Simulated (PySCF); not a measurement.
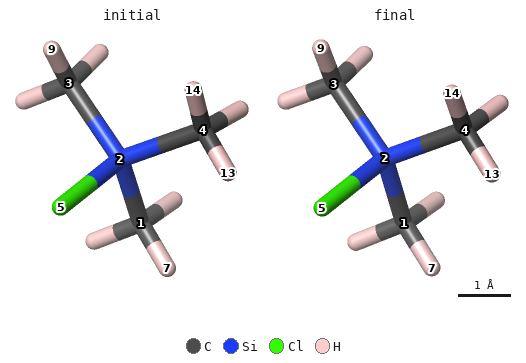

The structure of C3H9ClSi before (left) and after (right) a relaxation, at one scale.

Style: stick. Shown at a tilt.

The start comes from GFN2-xTB.

The calculation used PBE0-D3(BJ)/def2-SVP geometry optimisation, gas phase in PySCF. 

Q: What changed between the two?

A: The largest move after the best rigid fit is that of an H atom, 0.13 Å. Largest moves by element: H 0.13 Å, Si 0.05 Å, Cl 0.04 Å, C 0.04 Å. Some distances before and after: Cl–Si 2.045 → 2.094 Å, C–Si 1.905 → 1.870 Å, C–H 1.086 → 1.101 Å. Over 7 geometry steps the energy falls by 2.27 kcal/mol. Cost: 45 s on 1 thread of Arm Neoverse V1, on a shared host.
